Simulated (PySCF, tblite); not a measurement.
# C6H10OSi: dynamics, then NMR shifts on frames, part 2 of 2

tblite 0.8.0 and PySCF 2.14.0. Atoms count from 0.

### Step 5. Nuclear shieldings: 625 fs, PBE0/pcSseg-1

What the job is given:

```
{"job": {"kind": "nmr", "xc": "PBE0", "basis": "pcSseg-1", "pop": false}, "charge": 0, "multiplicity": 1}
O      0.205100    -0.135600     2.243300
C     -0.459200    -0.247500     1.216300
C     -1.642100     0.491800     0.882200
C     -2.083100     0.167000    -0.341900
C     -1.102800    -0.651600    -1.090600
C     -0.024200    -1.016200    -0.031300
C      1.329300    -0.406500    -0.397300
Si     2.615400    -0.534100     1.008600
H     -2.214000     1.085700     1.557100
H     -3.070500     0.391900    -0.601800
H     -1.657900    -1.581200    -1.428500
H     -0.599900    -0.242900    -1.975200
H     -0.018700    -2.051200     0.115400
H      1.619000    -1.031700    -1.213500
H      1.160200     0.556400    -0.793400
H      2.404700     0.398900     2.106600
H      3.760800     0.001300     0.403000
H      2.725500    -1.937000     1.437700
```

Level: GIAO PBE0/pcSseg-1 NMR shielding, non-relativistic, gas phase.

The program printed:

```text
coarse grid: 15432 points
cycle   1  E = -598.5956771596  dE =  1.243e+00  |g| = 7.911e-01  |ddm| = 3.893e+00
cycle   2  E = -598.1399151631  dE =  4.558e-01  |g| = 1.676e+00  |ddm| = 2.780e+00
cycle   3  E = -598.7183098511  dE = -5.784e-01  |g| = 2.185e-01  |ddm| = 2.199e+00
cycle   4  E = -598.7289547134  dE = -1.064e-02  |g| = 7.263e-02  |ddm| = 2.627e-01
cycle   5  E = -598.7301965236  dE = -1.242e-03  |g| = 1.829e-02  |ddm| = 8.123e-02
cycle   6  E = -598.7302642641  dE = -6.774e-05  |g| = 8.050e-03  |ddm| = 2.277e-02
cycle   7  E = -598.7302800722  dE = -1.581e-05  |g| = 2.139e-03  |ddm| = 8.707e-03
cycle   8  E = -598.7302809844  dE = -9.123e-07  |g| = 7.684e-04  |ddm| = 2.349e-03
final grid: 144104 points
cycle   9  E = -598.7881314867  dE = -2.674e-05  |g| = 1.260e-02  |ddm| = 3.748e-02
cycle  10  E = -598.7880304938  dE =  1.010e-04  |g| = 2.577e-02  |ddm| = 3.249e-02
cycle  11  E = -598.7881638161  dE = -1.333e-04  |g| = 2.549e-03  |ddm| = 2.394e-02
cycle  12  E = -598.7881652239  dE = -1.408e-06  |g| = 2.747e-04  |ddm| = 2.513e-03
cycle  13  E = -598.7881652387  dE = -1.481e-08  |g| = 1.252e-04  |ddm| = 4.477e-04
cycle  14  E = -598.7881652423  dE = -3.574e-09  |g| = 4.209e-05  |ddm| = 1.397e-04
cycle  15  E = -598.7881652427  dE = -4.020e-10  |g| = 1.521e-05  |ddm| = 4.973e-05
converged SCF energy = -598.7881652427

GIAO shielding tensors (ppm)
atom      isotropic    diamagn.    paramagn.     s11        s22        s33       span
  0 O     -292.208     401.455    -693.663   -844.462   -370.138    337.976   1182.439
  1 C      -31.932     251.164    -283.095   -107.824    -58.062     70.091    177.915
  2 C       41.487     255.208    -213.721    -68.885     52.684    140.660    209.546
  3 C        9.681     255.897    -246.216   -134.672      7.447    156.269    290.941
  4 C      138.947     248.599    -109.652    119.894    138.689    158.257     38.363
  5 C      137.364     257.706    -120.342    121.104    134.727    156.262     35.158
  6 C      168.847     250.659     -81.812    142.225    175.447    188.870     46.645
  7 Si     429.253     878.935    -449.683    387.238    421.554    478.966     91.728
  8 H       25.314      31.924      -6.611     23.348     24.636     27.957      4.610
  9 H       23.768      31.470      -7.702     19.899     24.608     26.796      6.897
 10 H       27.750      29.095      -1.346     23.584     26.146     33.519      9.935
 11 H       29.099      30.487      -1.388     24.506     29.362     33.429      8.923
 12 H       30.459      34.856      -4.397     25.515     30.546     35.317      9.802
 13 H       31.022      31.961      -0.939     25.786     30.496     36.783     10.997
 14 H       32.370      32.778      -0.408     27.197     32.411     37.501     10.304
 15 H       26.992      28.759      -1.767     22.471     27.322     31.185      8.714
 16 H       28.702      28.961      -0.260     24.810     26.532     34.763      9.952
 17 H       27.688      28.424      -0.736     24.467     25.604     32.994      8.527
```

Run time: 21 s. Hardware: 1 thread of Intel Xeon 6975P-C, shared host; peak memory 0.85 GiB.

Key values: δ C1 218.9, C3 177.2, C2 145.4, C5 49.6, H9 7.95, H8 6.40 ppm.

### Step 6. Nuclear shieldings: 800 fs, PBE0/pcSseg-1

What the job is given:

```
{"job": {"kind": "nmr", "xc": "PBE0", "basis": "pcSseg-1", "pop": false}, "charge": 0, "multiplicity": 1}
O      0.027000    -0.020800     2.126900
C     -0.554300    -0.213300     1.097000
C     -1.926700     0.347000     0.600400
C     -2.083300    -0.088400    -0.608000
C     -0.876300    -0.785400    -1.212700
C      0.075800    -1.000100    -0.019800
C      1.493500    -0.508500    -0.278400
Si     2.525800    -0.433100     1.325700
H     -2.587700     0.762900     1.372900
H     -2.909200     0.125700    -1.286200
H     -1.144900    -1.750800    -1.699200
H     -0.444500    -0.168800    -2.061000
H      0.134100    -2.007800     0.410500
H      1.981200    -1.273600    -0.940900
H      1.523800     0.473000    -0.785700
H      2.373100     0.777100     2.143200
H      3.900300    -0.475000     0.652500
H      2.177800    -1.678600     2.025300
```

With the program's defaults for keys left out, this is: GIAO PBE0/pcSseg-1 NMR shielding, non-relativistic, gas phase.

The program printed:

```text
coarse grid: 15432 points
cycle   1  E = -598.6182269413  dE =  1.047e+00  |g| = 7.663e-01  |ddm| = 3.838e+00
cycle   2  E = -598.2949427529  dE =  3.233e-01  |g| = 1.506e+00  |ddm| = 2.198e+00
cycle   3  E = -598.7313320770  dE = -4.364e-01  |g| = 1.871e-01  |ddm| = 1.664e+00
cycle   4  E = -598.7390822120  dE = -7.750e-03  |g| = 5.997e-02  |ddm| = 2.323e-01
cycle   5  E = -598.7399377519  dE = -8.555e-04  |g| = 1.316e-02  |ddm| = 6.756e-02
cycle   6  E = -598.7399747572  dE = -3.701e-05  |g| = 5.186e-03  |ddm| = 1.714e-02
cycle   7  E = -598.7399811602  dE = -6.403e-06  |g| = 1.368e-03  |ddm| = 5.988e-03
final grid: 144104 points
cycle   8  E = -598.7994120783  dE = -1.537e-05  |g| = 1.211e-02  |ddm| = 3.426e-02
cycle   9  E = -598.7993311522  dE =  8.093e-05  |g| = 2.383e-02  |ddm| = 2.954e-02
cycle  10  E = -598.7994410837  dE = -1.099e-04  |g| = 1.881e-03  |ddm| = 2.043e-02
cycle  11  E = -598.7994418641  dE = -7.804e-07  |g| = 2.437e-04  |ddm| = 1.839e-03
cycle  12  E = -598.7994418755  dE = -1.135e-08  |g| = 1.134e-04  |ddm| = 3.348e-04
cycle  13  E = -598.7994418785  dE = -3.062e-09  |g| = 3.047e-05  |ddm| = 1.217e-04
cycle  14  E = -598.7994418788  dE = -2.146e-10  |g| = 1.106e-05  |ddm| = 3.860e-05
converged SCF energy = -598.7994418788

GIAO shielding tensors (ppm)
atom      isotropic    diamagn.    paramagn.     s11        s22        s33       span
  0 O     -246.966     402.850    -649.817   -715.936   -338.958    313.994   1029.930
  1 C      -37.071     254.425    -291.496   -109.635    -49.406     47.828    157.464
  2 C       46.496     255.491    -208.995    -35.936     42.349    133.076    169.012
  3 C       27.830     255.927    -228.096    -88.007     15.088    156.409    244.415
  4 C      136.520     248.159    -111.640    110.440    134.954    164.165     53.724
  5 C      142.072     255.948    -113.876    130.238    145.004    150.975     20.736
  6 C      162.506     249.893     -87.387    142.614    160.873    184.031     41.417
  7 Si     418.490     878.500    -460.011    387.785    418.127    449.557     61.772
  8 H       24.818      30.653      -5.835     24.070     24.496     25.887      1.818
  9 H       24.229      29.396      -5.167     22.908     23.725     26.054      3.146
 10 H       27.950      29.515      -1.564     24.083     26.434     33.334      9.250
 11 H       28.327      30.120      -1.793     24.203     28.200     32.578      8.375
 12 H       29.738      33.260      -3.523     25.563     29.104     34.546      8.984
 13 H       29.551      30.493      -0.942     24.421     28.810     35.422     11.002
 14 H       30.667      31.501      -0.834     25.966     30.352     35.684      9.718
 15 H       27.058      28.725      -1.667     23.383     26.171     31.620      8.238
 16 H       26.983      27.176      -0.193     22.987     25.375     32.587      9.601
 17 H       27.271      29.033      -1.762     24.773     25.409     31.630      6.856
```

Run time: 20 s. Hardware: 1 thread of Intel Xeon 6975P-C, shared host; peak memory 0.85 GiB.

This run: δ C1 224.0, C3 159.1, C2 140.4, C4 50.4, H9 7.49, H8 6.90 ppm.

### Step 7. Shielding tensors: 1000 fs, PBE0/pcSseg-1

What the job is given:

```
{"job": {"kind": "nmr", "xc": "PBE0", "basis": "pcSseg-1", "pop": false}, "charge": 0, "multiplicity": 1}
O     -0.128100     0.001200     2.169200
C     -0.537500    -0.095700     1.019300
C     -1.604100     0.638100     0.460000
C     -1.763900     0.370100    -0.837300
C     -0.684800    -0.578500    -1.332700
C     -0.053800    -1.036400    -0.030900
C      1.439200    -1.070300    -0.135800
Si     2.261800    -1.420200     1.565400
H     -2.304900     1.281800     0.952200
H     -2.434900     0.888100    -1.517900
H     -1.080500    -1.464700    -1.829500
H      0.068200    -0.035500    -1.931500
H     -0.488200    -1.996800     0.254100
H      1.691100    -1.640800    -1.089500
H      1.748400    -0.014900    -0.331900
H      2.462600    -0.188100     2.382300
H      3.605200    -1.861900     1.193800
H      1.502700    -2.494400     2.233500
```

With the program's defaults for keys left out, this is: GIAO PBE0/pcSseg-1 NMR shielding, non-relativistic, gas phase.

The program printed:

```text
coarse grid: 15432 points
cycle   1  E = -598.6111025237  dE =  1.210e+00  |g| = 7.829e-01  |ddm| = 3.888e+00
cycle   2  E = -598.1729293544  dE =  4.382e-01  |g| = 1.643e+00  |ddm| = 2.816e+00
cycle   3  E = -598.7315077881  dE = -5.586e-01  |g| = 2.157e-01  |ddm| = 2.226e+00
cycle   4  E = -598.7419142287  dE = -1.041e-02  |g| = 7.091e-02  |ddm| = 2.639e-01
cycle   5  E = -598.7431004218  dE = -1.186e-03  |g| = 1.795e-02  |ddm| = 8.166e-02
cycle   6  E = -598.7431690048  dE = -6.858e-05  |g| = 6.936e-03  |ddm| = 2.192e-02
cycle   7  E = -598.7431802375  dE = -1.123e-05  |g| = 2.158e-03  |ddm| = 7.902e-03
cycle   8  E = -598.7431811708  dE = -9.334e-07  |g| = 7.713e-04  |ddm| = 2.237e-03
final grid: 144104 points
cycle   9  E = -598.8008508327  dE = -2.218e-05  |g| = 1.277e-02  |ddm| = 3.668e-02
cycle  10  E = -598.8007442313  dE =  1.066e-04  |g| = 2.642e-02  |ddm| = 3.397e-02
cycle  11  E = -598.8008837446  dE = -1.395e-04  |g| = 2.235e-03  |ddm| = 2.508e-02
cycle  12  E = -598.8008848552  dE = -1.111e-06  |g| = 2.775e-04  |ddm| = 2.292e-03
cycle  13  E = -598.8008848698  dE = -1.457e-08  |g| = 1.328e-04  |ddm| = 4.252e-04
cycle  14  E = -598.8008848740  dE = -4.207e-09  |g| = 3.710e-05  |ddm| = 1.476e-04
cycle  15  E = -598.8008848743  dE = -3.035e-10  |g| = 1.569e-05  |ddm| = 4.764e-05
converged SCF energy = -598.8008848743

GIAO shielding tensors (ppm)
atom      isotropic    diamagn.    paramagn.     s11        s22        s33       span
  0 O     -285.235     400.976    -686.210   -856.049   -359.961    360.306   1216.354
  1 C      -30.786     249.999    -280.785   -108.247    -58.093     73.983    182.230
  2 C       46.723     254.766    -208.044    -62.796     59.341    143.624    206.420
  3 C        5.825     258.689    -252.864   -130.315     -2.511    150.301    280.616
  4 C      136.596     251.232    -114.636    112.694    140.173    156.922     44.229
  5 C      140.292     257.931    -117.640    128.768    140.558    151.549     22.781
  6 C      167.251     253.286     -86.035    152.498    164.730    184.526     32.028
  7 Si     422.290     877.657    -455.367    385.679    414.779    466.411     80.733
  8 H       25.324      31.828      -6.504     23.481     24.320     28.170      4.689
  9 H       23.417      30.889      -7.472     20.120     24.042     26.089      5.969
 10 H       28.427      31.007      -2.580     24.322     27.244     33.715      9.393
 11 H       29.244      31.513      -2.269     24.942     29.807     32.985      8.043
 12 H       29.614      33.598      -3.984     25.304     29.387     34.151      8.847
 13 H       29.353      29.770      -0.417     23.796     28.807     35.455     11.659
 14 H       30.617      32.209      -1.592     26.846     30.328     34.678      7.832
 15 H       26.665      27.767      -1.102     23.158     25.699     31.138      7.981
 16 H       27.717      27.406       0.311     23.944     25.913     33.295      9.352
 17 H       27.396      27.982      -0.586     24.644     25.418     32.126      7.483
```

Wall time 20 s (1 thread of Intel Xeon 6975P-C, shared host); peak memory 0.85 GiB.

In short: δ C1 217.7, C3 181.1, C2 140.2, C4 50.3, H9 8.30, H8 6.39 ppm.

### Step 8. Side by side: NMR shifts

Shifts (ppm) of some atoms, chosen among heavy atoms and hydrogens apart, with basis size and wall time:

```tsv
frame	C1	C3	C4	H14	H13	O0	Si7	functions	time
250 fs	234.6	173.7	45.9	1.06	0.08	659.5	-57.2	193	21 s
425 fs	218.7	173.0	42.3	0.26	2.17	561.9	-79.6	193	20 s
625 fs	218.9	177.2	48.0	-0.65	0.70	628.3	-80.1	193	21 s
800 fs	224.0	159.1	50.4	1.05	2.17	583.0	-69.3	193	20 s
1000 fs	217.7	181.1	50.3	1.10	2.36	621.3	-73.1	193	20 s
```

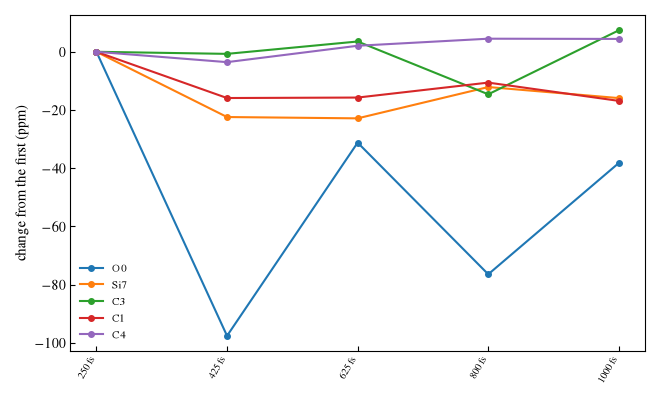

How five of the tabulated atoms move from run to run.

### Step 9. Outcome

The summary covers parts 1 to 2.

| quantity | value |
| --- | --- |
| thermostat | 300 K |
| mean temperature, second half | 293 K |
| mean potential energy above the minimum | 0.61 eV |
| 13C shifts against TMS (PBE0/pcSseg-1, 250 fs) | 234.6, 173.7, 139.8, 49.7, 45.9, 16.4 ppm |
| 1H shifts against TMS (PBE0/pcSseg-1, 250 fs) | 8.53, 6.42, 4.46, 3.98, 3.97, 3.70, 2.36, 2.10, 1.06, 0.08 ppm |
| 17O shifts against H2O (PBE0/pcSseg-1, 250 fs) | 659.5 ppm |
| 29Si shifts against TMS (PBE0/pcSseg-1, 250 fs) | -57.2 ppm |
| range of the shift of O0 | 561.9 to 659.5 ppm |

What this shows: In the second half the potential energy averages 0.61 eV above the minimum; equipartition over 48 harmonic modes at 300 K would give 0.62 eV. With 18 atoms the temperature swings widely (138 to 357 K). Shifts at one fixed geometry are not the observed spectrum, which averages over the motion. In the first frame run (250 fs): Shielding is most anisotropic at O0 (span 1237 ppm, paramagnetic term -726 ppm). In ppm, O0 moves most: its shift spreads over 97.6 ppm, from 561.9 (425 fs) to 659.5 (250 fs).
